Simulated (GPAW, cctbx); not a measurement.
# Bonding in BaCu2Pt as X-rays see it

Question: by how much does bonding change the X-ray structure factors of BaCu2Pt, how firmly does DFT give the change, and what does a routine refinement make of it?

The start was made by putting kin elements into a known structure type; the compound need not exist, or be stable, in this form. All numbers below are calculated.

## Step 1: Find the equilibrium geometry

The density hangs on the geometry, so cell and atoms are relaxed first, with the symmetry held. The cutoff is set higher than for the density because stress converges slowly with plane waves.

Settings: GPAW 26.7.0, PBE, 570 eV, 5×5×3 k-points (along the axes of the calculation cell), Fermi–Dirac width 0.1 eV, BFGS to 0.03 eV/Å.

```text
cell
1.0
    -4.075000000    0.000000000    0.000000000
     2.037500000   -5.272500000    0.000000000
     0.000000000    0.000000000    7.567000000
Pt Ba Cu
2 2 4
Direct
0.274100000 0.548200000 0.750000000
0.725900000 0.451800000 0.250000000
0.561100000 0.122200000 0.750000000
0.438900000 0.877800000 0.250000000
0.162600000 0.325200000 0.049800000
0.837400000 0.674800000 0.950200000
0.162600000 0.325200000 0.450200000
0.837400000 0.674800000 0.549800000
```

```console
$ OMP_NUM_THREADS=1 mpirun -n 4 gpaw python run.py > gpaw.log
```

```text
BFGS:    0      -32.525591        0.948076
BFGS:    1      -32.592405        0.917216
BFGS:    2      -32.984962        0.676705
BFGS:    3      -33.065430        0.717171
...
BFGS:   23      -33.571932        0.036324
BFGS:   24      -33.572069        0.031558
BFGS:   25      -33.572335        0.029312
cell  4.3207 6.1259 7.4911  90.00 90.00 110.65
volume 185.540 A^3, largest force 0.021 eV/A, largest stress 0.20 GPa
```

The cell moved far, while the k-mesh and basis were chosen for the start, so the final shape may be somewhat biased.

After 25 steps the volume has changed by +14.1 % and the energy by -1.047 eV; the largest stress left is 0.20 GPa. It took 44 min on 4 cores of Arm Neoverse N1 (shared host), peak memory 1.9 GiB.

Relaxed structure: Cmcm (no. 63), a = 4.3207 Å, b = 11.4647 Å, c = 7.4911 Å, α = 90.00°, β = 90.00°, γ = 90.00°.

| atom | mult. | x | y | z |
| --- | --- | --- | --- | --- |
| Pt1 | 4 | 1/2 | 0.2167 | 1/4 |
| Ba1 | 4 | 0 | 0.4428 | 1/4 |
| Cu1 | 8 | 1/2 | 0.3035 | 0.5677 |

## Step 2: Density and charge transfer

X-rays see the whole electron density, so the PAW density is rebuilt with its core regions. Subtracting spherical free atoms from the same code cancels the cores and leaves the deformation density Δρ, the part due to bonding.

Settings: PBE, 450 eV, 6×6×3 k-points (along the axes of the calculation cell), Fermi–Dirac width 0.1 eV; primitive cell of 8 atoms.

```console
$ OMP_NUM_THREADS=1 mpirun -n 4 gpaw python run.py > gpaw.log
```

```text
|iter:   1|       0s |  -38.514958 | +0.39 |       |
|iter:   2|       9s |  -35.886247 | -0.89 | -0.97 |
|iter:   3|      17s |  -33.925471 | -1.35 | -1.12 |
...
|iter:  11|      86s |  -33.325274c| -6.05 | -3.99 |
|iter:  12|      95s |  -33.325273c| -6.93 | -4.49c|
|iter:  13|     104s |  -33.325270c| -7.50c| -4.89c|
```

```text
gpts.py:43: UserWarning: Initial realspace grid (24,30,40) inconsistent with symmetries.
gpts.py:43: UserWarning: Initial realspace grid (24,30,40) inconsistent with symmetries.
gpts.py:43: UserWarning: Initial realspace grid (24,30,40) inconsistent with symmetries.
gpts.py:43: UserWarning: Initial realspace grid (24,30,40) inconsistent with symmetries.
gpts.py:70: UserWarning: Using symmetrized grid: (30,30,40).
gpts.py:70: UserWarning: Using symmetrized grid: (30,30,40).
gpts.py:70: UserWarning: Using symmetrized grid: (30,30,40).
gpts.py:70: UserWarning: Using symmetrized grid: (30,30,40).
grid (60, 60, 80)  electrons 384.000  moved by bonding 1.818 e
deformation density beyond 0.5 A of the nuclei: max 0.056, min -0.170 e/A^3
atom        x       y       z   Voronoi charge  moment
Pt1    0.2833  0.5665  0.2500     -0.130       0.00
Pt2    0.7167  0.4335  0.7500     -0.130       0.00
Ba3    0.5572  0.1144  0.2500      0.136       0.00
Ba4    0.4428  0.8856  0.7500      0.136       0.00
Cu5    0.1965  0.3930  0.5677     -0.003       0.00
Cu6    0.8035  0.6070  0.4323     -0.003       0.00
Cu7    0.1965  0.3930  0.9323     -0.003       0.00
Cu8    0.8035  0.6070  0.0677     -0.003       0.00
mean inner potential of superposed free atoms 20.158 V
total magnetic moment 0.000 muB
```

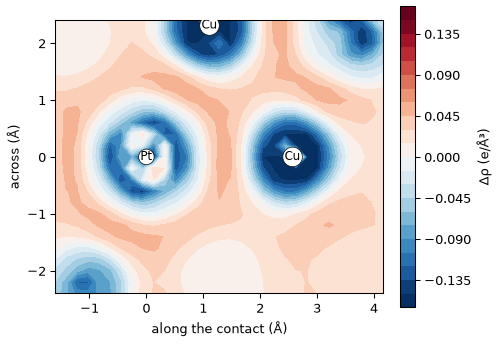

Deformation density in a plane through the shortest contact of the Pt atom at the origin; red gains electrons, blue loses them.

Pt gains most (-0.13 e) and Ba loses most (+0.14 e), as electronegativity suggests. Along the shortest contact from the Pt atom at the map's origin, Pt–Cu at 2.57 Å, Δρ is +0.05 e/Å³ at the midpoint: little piles up between the atoms, as is usual in a metallic crystal, which this run finds. At the midpoints of other shortest contacts it is +0.03 (Cu–Cu, 2.68 Å), 0.00 (Ba–Cu, 3.14 Å) and +0.03 (Pt–Ba, 3.14 Å) e/Å³. Point values carry grid noise of about 0.01 e/Å³. The run needed 13 iterations, 2.2 min.

## Step 3: Structure factors

The Fourier components of Δρ, added to those of the free atoms, give the static X-ray structure factors; the Mott–Bethe relation turns them into the Fourier components V of the potential that fast electrons feel.

```text
static structure factors of the conventional cell: F in electrons, V (Mott-Bethe) in volts
   h  k  l      d  |F| table  |F| free   |F| DFT   change   |V| free  |V| DFT  change %
   0  2  0  5.7324   289.631   288.958   289.567    0.609     3.687    3.440     -6.7
   0  2  1  4.5524    41.385    41.001    40.952   -0.049     0.558    0.545     -2.3
   1  1  0  4.0431   176.255   176.533   177.110    0.576     4.310    4.193     -2.7
   0  0  2  3.7456   345.426   345.681   346.599    0.917     6.481    6.322     -2.5
   1  1  1  3.5580   129.875   129.863   130.023    0.160     0.959    0.934     -2.6
   0  2  2  3.1355     8.970     9.194     9.197    0.004     1.488    1.488      0.0
   0  4  0  2.8662   251.623   251.291   250.414   -0.877     4.004    4.093      2.2
   1  3  0  2.8625    92.657    91.942    91.458   -0.484     2.752    2.801      1.8
   1  1  2  2.7477   269.682   269.441   269.260   -0.181     5.171    5.188      0.3
   0  4  1  2.6769   457.435   456.908   455.630   -1.279     7.965    8.079      1.4
   1  3  1  2.6740   335.967   336.099   335.803   -0.296     5.554    5.580      0.5
   0  2  3  2.2893   118.148   117.508   116.890   -0.618     2.697    2.737      1.5
   0  4  2  2.2762   169.536   169.628   169.387   -0.241     2.239    2.254      0.7
   1  3  2  2.2744   171.709   170.853   169.563   -1.290     2.284    2.366      3.6
```

The largest X-ray change is -1.29 e on 132, 0.8 % of |F|. For electrons V goes as (Z − F)/g², so a change of F counts against Z − F, which is small at low angle and wherever the atoms' terms cancel: |V| of 020 moves by -6.7 % (3.69 to 3.44 V) against +0.2 % in |F|. The last three rows still change by up to 1.29 e; the table stops while the angles are still low. The tabulated Hartree–Fock atoms differ from the free DFT atoms by up to 0.86 e, so the choice of reference atom matters too.

## Step 4: Which functional?

The same geometry is run with other functionals, to see whether the bonding signal is larger than the spread between approximations. Free atoms are LDA for LDA and PBE otherwise. Any other changed setting is in the row's label.

```csv
run,ΔF 041 (e),ΔF 002 (e),ΔF 040 (e),q(Pt) (e),moved (e),time
PBE,-1.279,+0.917,-0.877,-0.130,1.818,2.2 min
LDA,-1.264,+0.895,-0.858,-0.128,1.818,2.1 min
RPBE,-1.239,+0.963,-0.874,-0.141,1.819,2.2 min
```

At the base's settings ΔF(041) spans -1.279 to -1.239 e, a spread of 3 % of the PBE value; over the three listed reflections the spread is at most 7 %, so sign and size hold across the functionals. Times are from shared hosts.

## Step 5: Refining ordinary atoms against data with bonding

Routine crystallography fits spherical atoms. To see the bias, intensities are simulated from tabulated atoms plus the DFT change ΔF, so that bonding alone can misfit (8384 reflections of the full sphere, merged to the counts below, to 0.45 Å, 1 % proportional noise plus counting noise, assumed isotropic U as listed, Δρ smeared by the mean U) and refined with cctbx over different ranges.

```
                    range  data      R1  GooF  U Pt1 (true 0.007)  U Ba1 (true 0.008)  U Cu1 (true 0.0103)  largest shift (Å)  Δρ max, min (e/Å³)
                 all data  1198  0.0057  0.99              0.0070              0.0080               0.0103             0.0002         0.55, -0.70
 low resolution, d > 0.84   205  0.0039  1.05              0.0068              0.0078               0.0103             0.0008         0.19, -0.28
     high order, d < 0.75   921  0.0067  0.95              0.0070              0.0080               0.0103             0.0001         0.58, -0.56
occupancies free, d > 0.7   343  0.0039  0.98              0.0070              0.0080               0.0101             0.0007         0.26, -0.32
```

With all data GooF is 0.99, so at this noise the bonding hardly shows; the top residual peak, near noise level, lies 2.17 Å from Ba and 2.17 Å from Ba. No U is off by more than 3 s.u. at low resolution. With Pt1 held at 1 and the scale free, the other occupancies refine to Ba1 1.001(0.001) and Cu1 0.994(0.001), on sites that are all full: they absorb part of the misfit, and only ratios to the fixed site mean anything.

## Step 6: Answer

Bonding moves 1.82 e in the primitive cell of BaCu2Pt and changes the structure factors of the conventional cell in the table above by at most 1.29 e (132, 0.8 %). The shortest bond, Pt–Cu, has Δρ = +0.05 e/Å³ at its midpoint, with no localised bond charge. At the base's settings ΔF(041) spans -1.279 to -1.239 e, a spread of 3 % of the PBE value; over the three listed reflections the spread is at most 7 %, so sign and size hold across the functionals. With all data GooF is 0.99, so at this noise the bonding hardly shows. Limits: static density, frozen cores, no spin–orbit coupling.

[Outputs are excerpts: Python notices, other lines and further rows are left out; steps that failed or that the build refused (PBEsol, TPSS) are not shown.]

[Logs are printed without paths, hosts, clocks, repeated set-up lines and the standing remarks that a program may print on its own settings, such as how far it seeks lower states.]
